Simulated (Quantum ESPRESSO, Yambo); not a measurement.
# A GW chain in Yambo: WS2 (Tungstenite), part 3 of 3

Aim: the G0W0 gap of WS2 (Tungstenite) on PBEsol with spin-orbit coupling, step by step.

Quantum ESPRESSO 7.5 and Yambo 5.3.0; PBEsol and many-body steps on it, plane waves. Known limits of the many-body steps: not at the basis limit.

So far. Step 3 (Bands along the symmetry lines): The gap is 0.853 eV, −0.146 eV from the run before at this level. Step 4 (Empty states on the mesh, 4×4×4 mesh, 206 bands): On this mesh the gap is 1.279 eV. The earlier step found 0.998 eV, so this mesh misses an edge.

### Step 6. Screening and self-energy, 4×4×4 mesh, 206 bands, screening to 142.9 eV

Now the one-shot GW correction: screening in the RPA, then the self-energy of the levels asked for.

This step: G0W0 on PBEsol with spin-orbit coupling, plane waves, norm-conserving pseudopotentials.

Contents of gw4.in:

```
HF_and_locXC
gw0
dyson
ppa
em1d
rim_cut
RandQpts= 1000000
RandGvec= 1 RL
EXXRLvcs= 62 Ry
VXCRLvcs= 248 Ry
Chimod= "HARTREE"
% BndsRnXp
 1 | 206 |
%
NGsBlkXp= 10.5 Ry
% LongDrXp
 1 | 1 | 1 |
%
% GbndRnge
 1 | 206 |
%
DysSolver= "n"
ExtendOut
PPAPntXp= 27.21138 eV
% QPkrange
 13 | 13 | 23 | 30 |
 2 | 2 | 23 | 30 |
 1 | 1 | 23 | 30 |
%
```

On the command line:

```sh
OMP_NUM_THREADS=1 mpirun -n 4 yambo -F gw4.in -J gw4 -C gw4 > gw4.log
```

The log of the run:

```text
 Yambo, version 5.3.0

 [02] CORE Variables Setup
 =========================

  [... cell, symmetries and grids as in the set-up ...]

  [02.05] Energies & Occupations
  ==============================

  [X] === General ===
  [X] Electronic Temperature                        :  0.000000  0.000000 [eV K]
  [X] Bosonic    Temperature                        :  0.000000  0.000000 [eV K]
  [X] Finite Temperature mode                       : no
  [X] El. density                                   :  0.48843E+24 [cm-3]
  [X] Fermi Level                                   :  11.67699 [eV]

  [X] === Gaps and Widths ===
  [X] Conduction Band Min                           :  1.278604 [eV]
  [X] Valence Band Max                              :  0.000000 [eV]
  [X] Filled Bands                                  :  26
  [X] Empty Bands                                   :   27  206
  [X] Direct Gap                                    :  2.184648 [eV]
  [X] Direct Gap localized at k                     :  13
  [X] Indirect Gap                                  :  1.278604 [eV]
  [X] Indirect Gap between kpts                     :  13   2
  [X] Last valence band width                       :  1.638471 [eV]
  [X] 1st conduction band width                     :  0.906044 [eV]

 [03] Transferred momenta grid and indexing
 ==========================================

 IBZ Q-points                                      :  13
 BZ  Q-points                                      :   64

 K/Q-points units:
 rlu = crystal or reduced units; cc = cartesian coordinates; iku = interal k-units

 Q [ 1]         [rlu]:  0.000000  0.000000  0.000000
 Q [ 2]         [rlu]: -0.56222E-16 -0.56222E-16  0.25000
 Q [ 3]         [rlu]:  0.33238E-16  0.33238E-16 -0.50000
 Q [ 4]         [rlu]: -0.13172E-15  0.25000      0.25000
 Q [ 5]         [rlu]:  0.17593E-15  0.25000      0.50000
 Q [ 6]         [rlu]:  0.68985E-16  0.25000     -0.25000
 Q [ 7]         [rlu]: -0.57439E-16 -0.50000     -0.50000
 Q [ 8]         [rlu]:  0.250000  0.250000  0.250000
 Q [ 9]         [rlu]:  0.250000  0.250000  0.500000
 Q [10]         [rlu]:  0.250000  0.250000 -0.250000
 Q [11]         [rlu]:  0.250000  0.500000  0.500000
 Q [12]         [rlu]:  0.250000  0.500000  0.750000
 Q [13]         [rlu]: -0.500000 -0.500000 -0.500000

 [04] Coloumb potential Random Integration (RIM)
 ===============================================

  [04.01] RIM initialization
  ==========================

  * Diagonal components only detected *

  8 x (sBL volume)        :  0.086314 [a.u.]
  sBZ random points       :  1000000
  Points outside the sBZ  :   7973991
  RL volume               :  0.690514 [a.u.]
  Integrated volume       :  0.692766 [a.u.]

  [04.02] RIM integrals
  =====================

  Gamma point sphere radius             :  0.080164 [a.u.]
  Points outside the sphere             :   807338
  [Int_sBZ(q=0) 1/q^2]*(Vol_sBZ)^(-1/3) =:  7.311716
                                 should be <:  7.795600

  Summary of Coulomb integrals for non-metallic bands |Q|[au] RIM/Bare

  Q [1] 0.100000E-4 0.937929 * Q [8] 0.134867 0.695428
  Q [13] 0.269734 0.898355 * Q [2] 0.307240 1.134037
  Q [4] 0.316953 1.112672 * Q [9] 0.353145 1.053700
  Q [11] 0.378022 1.033916 * Q [6] 0.526428 1.047368
  Q [5] 0.543429 1.038915 * Q [12] 0.591509 1.024150
  Q [10] 0.609527 1.035358 * Q [3] 0.614480 1.033907
  Q [7] 0.633907 1.028584

 [05] Dipoles
 ============

  [05.01] Setup: observables and procedures
  =========================================

  [WARNING] [x,Vnl] slows the Dipoles computation. To neglect it rename the ns.kb_pp file

 [06] Dynamic Dielectric Matrix (PPA)
 ====================================

 [WR./gw4//ndb.pp]---------------------------------------------------------------
  Brillouin Zone Q/K grids (IBZ/BZ)                :   13   64   13   64
  RL vectors                                       :   4059 [WF]
  Coulomb cutoff potential                         : none
  Electronic Temperature                           :  0.000000 [K]
  Bosonic    Temperature                           :  0.000000 [K]
  PPA    diel. fun.  energies                      : Perdew, Burke & Ernzerhof SOL(X)+Perdew, Burke & Ernzerhof SOL(C)
  wavefunctions                                    : Perdew, Burke & Ernzerhof SOL(X)+Perdew, Burke & Ernzerhof SOL(C)
  Global Gauge                                     : length
  X matrix size                                    :  191
  X band range                                     :    1  206
  X e/h energy range                               : -1.000000 -1.000000 [eV]
  X Time ordering                                  : R
  X Hxc Kernel                                     : HARTREE
  X Drude frequency                                :  0.000000  0.000000
  X poles                                          :  100.0000 [o/o]
  RL vectors in the sum                            :   4059
  [r,Vnl] included                                 : yes
  Field direction                                  :  0.577350E-5  0.577350E-5  0.577350E-5
  BZ energy Double Grid                            : no
  BZ energy DbGd points                            : 0
  BZ Q point size factor                           : -1.000000
  X Optical Averaged directions                    : none

 [07] Local Exchange-Correlation + Non-Local Fock
 ================================================

 [VXC] Plane waves :  23591
 [EXS] Plane waves :  2975

 QP @ state[ 1 ] K range:  1  2
 QP @ state[ 1 ] b range:  23  30
 QP @ state[ 2 ] K range:  13  13
 QP @ state[ 2 ] b range:  23  30

 [xc] Functional : Perdew, Burke & Ernzerhof SOL(X)+Perdew, Burke & Ernzerhof SOL(C)
 [xc] LIBXC used to calculate xc functional
  PP Number of Atomic Species                      :  2
  NLCC RL compoments                               :  23591
  PP Number of Atomic Species                      :  2
  NLCC RL compoments                               :  23591

 [xc] E_xc :  -12.11730 [Ha]
      E_xc :  -24.23459 [Ry]

  Local XC kind (lXC) : Perdew, Burke & Ernzerhof SOL(X)+Perdew, Burke & Ernzerhof SOL(C)
  Non-Local XC kind (nlXC) : Hartree-Fock

  Corrections @ K [1] :  [eV]
 <23|nlXC|23> = -16.24139  0.13242E-16 <23|lXC|23> = -13.68856 -0.23602E-16
 <24|nlXC|24> = -16.24139 -0.14986E-16 <24|lXC|24> = -13.68856  0.18881E-15
 <25|nlXC|25> = -15.37061 -0.58088E-17 <25|lXC|25> = -14.34045 -0.37763E-15
 <26|nlXC|26> = -15.37061  0.29148E-17 <26|lXC|26> = -14.34045  0.87957E-21
 <27|nlXC|27> = -10.55282  0.71168E-19 <27|lXC|27> = -15.02779 -0.10326E-15
 <28|nlXC|28> = -10.55281 -0.85930E-18 <28|lXC|28> = -15.02779  0.36878E-17
 <29|nlXC|29> = -10.63277 -0.69697E-17 <29|lXC|29> = -15.02035 -0.79175E-16
 <30|nlXC|30> = -10.63225  0.79135E-19 <30|lXC|30> = -15.02035 -0.72951E-16

  Corrections @ K [2] :  [eV]
 <23|nlXC|23> = -16.22788 -0.13034E-16 <23|lXC|23> = -13.73687 -0.94409E-16
 <24|nlXC|24> = -16.26652 -0.50913E-17 <24|lXC|24> = -13.72311  0.37763E-15
[...]
Corrections @ K [13] :  [eV]
[...]
<26|nlXC|26> = -15.96284 -0.73634E-17 <26|lXC|26> = -15.51552 -0.72273E-16
 <27|nlXC|27> = -10.83109 -0.35272E-17 <27|lXC|27> = -15.01424  0.40404E-16
 <28|nlXC|28> = -10.83109 -0.24956E-17 <28|lXC|28> = -15.01424 -0.80503E-16
 <29|nlXC|29> = -10.57616  0.68110E-18 <29|lXC|29> = -15.11528  0.80764E-16
 <30|nlXC|30> = -10.57616 -0.15622E-17 <30|lXC|30> = -15.11528  0.52736E-16

  [07.01] Hartree-Fock occupations report
  =======================================

  [Hartree-Fock] === General ===
  [Hartree-Fock] Electronic Temperature             :  0.000000  0.000000 [eV K]
  [Hartree-Fock] Bosonic    Temperature             :  0.000000  0.000000 [eV K]
  [Hartree-Fock] Finite Temperature mode            : no
  [Hartree-Fock] El. density                        :  0.48843E+24 [cm-3]
  [Hartree-Fock] Fermi Level                        :  11.67699 [eV]

  [Hartree-Fock] === Gaps and Widths ===
  [Hartree-Fock] Conduction Band Min                :  1.308671 [eV]
  [Hartree-Fock] Valence Band Max                   : -0.329993 [eV]
  [Hartree-Fock] Filled Bands                       :  26
  [Hartree-Fock] Empty Bands                        :   27  206
  [Hartree-Fock] Direct Gap                         :  2.440705 [eV]
  [Hartree-Fock] Direct Gap localized at k          :   6
  [Hartree-Fock] Indirect Gap                       :  1.638664 [eV]
  [Hartree-Fock] Indirect Gap between kpts          :   8   6
  [Hartree-Fock] Last valence band width            :  2.657592 [eV]
  [Hartree-Fock] 1st conduction band width          :  5.251289 [eV]

 [08] Dyson equation: Newton solver
 ==================================

  [08.01] G0W0 (W PPA)
  ====================

  [  GW  ] Bands range     :    1  206
  [GW/PPA] G damping       :  0.100000 [eV]

  QP @ state[ 1 ] K range:  1  2
  QP @ state[ 1 ] b range:  23  30
  QP @ state[ 2 ] K range:  13  13
  QP @ state[ 2 ] b range:  23  30

   Sc/G bands                                       :    1  206
   Sc/G damping                                     :  0.100000 ev
   Sc bands terminator                              : no
   Sx RL components                                 :  2975

   QP @ state[ 1 ] K range                          :  1  2
   QP @ state[ 1 ] b range                          :  23  30
   QP @ state[ 2 ] K range                          :  13  13
   QP @ state[ 2 ] b range                          :  23  30
   GF energies kind                                 : Perdew, Burke & Ernzerhof SOL(X)+Perdew, Burke & Ernzerhof SOL(C)
   GF WF`s kind                                     : Perdew, Burke & Ernzerhof SOL(X)+Perdew, Burke & Ernzerhof SOL(C)
   Xs energies kind                                 : Perdew, Burke & Ernzerhof SOL(X)+Perdew, Burke & Ernzerhof SOL(C)
   Xs WF`s kind                                     : Perdew, Burke & Ernzerhof SOL(X)+Perdew, Burke & Ernzerhof SOL(C)

 [11] Game Over & Game summary
```

The job ended after 20 min (4 MPI ranks of Arm Neoverse V2, shared host; peak memory 9.1 GiB).

This step gave:

```yaml
g0w0_gap_on_the_points_computed: 1.773 eV
starting_gap_on_the_mesh: 1.279 eV
k_of_the_valence_top: -0.5, -0.5, -0.5
k_of_the_conduction_bottom: 0, 0, 0.25
least_direct_g0w0_gap_on_the_computed_points: 2.603 eV
z_at_the_valence_top: 0.7907
z_at_the_conduction_bottom: 0.7975
```

The gap on the mesh goes from 1.28 eV to 1.77 eV, a correction of +0.49 eV. The start differs from the 1.00 eV found before because the two sample other k points.

Limits: finite bands, cutoff and mesh. v1 is the top filled band, c1 the lowest empty one. Levels before and after the correction, in eV, zero at the valence-band top of each column:

```
           conduction bottom  valence top
Kohn-Sham               1.28         0.00
     G0W0               1.77         0.00
```

```
                            level  energy (eV)
Kohn-Sham           (0 0 0.25) v3       -1.948
Kohn-Sham           (0 0 0.25) v2       -1.627
Kohn-Sham           (0 0 0.25) v1       -1.614
Kohn-Sham           (0 0 0.25) c1        1.279
Kohn-Sham           (0 0 0.25) c2        1.280
Kohn-Sham           (0 0 0.25) c3        2.002
Kohn-Sham     (-0.5 -0.5 -0.5) v3       -2.176
Kohn-Sham  (-0.5 -0.5 -0.5) v2-v1        0.000
Kohn-Sham  (-0.5 -0.5 -0.5) c1-c2        2.185
Kohn-Sham     (-0.5 -0.5 -0.5) c3        2.210
     G0W0           (0 0 0.25) v3       -2.462
     G0W0           (0 0 0.25) v2       -1.748
     G0W0           (0 0 0.25) v1       -1.731
     G0W0           (0 0 0.25) c1        1.784
     G0W0           (0 0 0.25) c2        1.773
     G0W0           (0 0 0.25) c3        2.577
     G0W0     (-0.5 -0.5 -0.5) v3       -2.390
     G0W0  (-0.5 -0.5 -0.5) v2-v1        0.000
     G0W0  (-0.5 -0.5 -0.5) c1-c2        2.603
     G0W0     (-0.5 -0.5 -0.5) c3        2.749
```

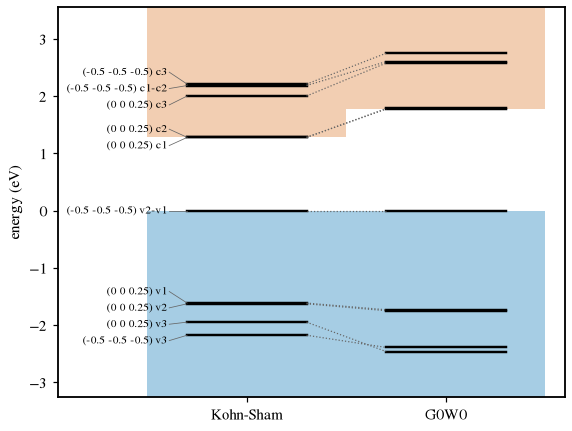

Levels before and after the correction. Shaded: valence and conduction bands.

### Step 7. Where the time went

Times are wall times on the hardware named with each run, good to a factor of about two.

```
                          step     time  share  memory (GiB)
                  ground state    3 min   12 %          0.75
bands along the symmetry lines     51 s    3 %          0.43
      empty states on the mesh  1.9 min    7 %          0.76
         conversion and set-up    2.8 s    0 %          0.24
     screening and self-energy   20 min   78 %           9.1
```

### Step 8. Outcome

```
PBEsol gap                           : 0.85 eV, indirect
G0W0 gap on the mesh                 : 1.77 eV
G0W0 gap over the zone (rigid shift) : 1.35 eV
GW settings                          : 4×4×4 mesh, 206 bands, screening to 142.9 eV, Godby-Needs plasmon pole
known limits                         : not at the basis limit
```

What this shows: G0W0 moves the gap on the mesh from 1.28 eV to 1.77 eV (+0.49 eV), with Z of 0.79 and 0.80 at the edges. The mesh misses the band edges by 0.43 eV in all; a rigid shift gives 1.35 eV for the zone. Only 3 of the mesh's irreducible points were corrected, so a valley elsewhere could overtake. The dearest step here is «screening and self-energy». Bands and cutoff are finite, so the gap is not at the basis limit. The miss can reach some tenths of an eV and take either sign; the mesh is an error of its own. In the G0W0 run levels were corrected at 3 k points alone, so a gap called «on the mesh» is the least over those, and an edge elsewhere would be missed. A denser mesh or path gives a starting gap of 0.85 eV: the GW mesh misses a band edge, so its gaps are not the fundamental one.

[Paths, hosts, dates, memory and timing lines, banners, echoed tables and standing remarks are left out of the program output.]

[Logs are printed without paths, hosts, clocks, repeated set-up lines and the standing remarks that a program may print on its own settings, such as how far it seeks lower states.]

[Runs of the session that timed out or met a known fault of the program may be left out.]

[Hosts, paths, dates, database ids (printed as entryN), source tags and the programs' standing remarks are cut or masked in the printed files.]
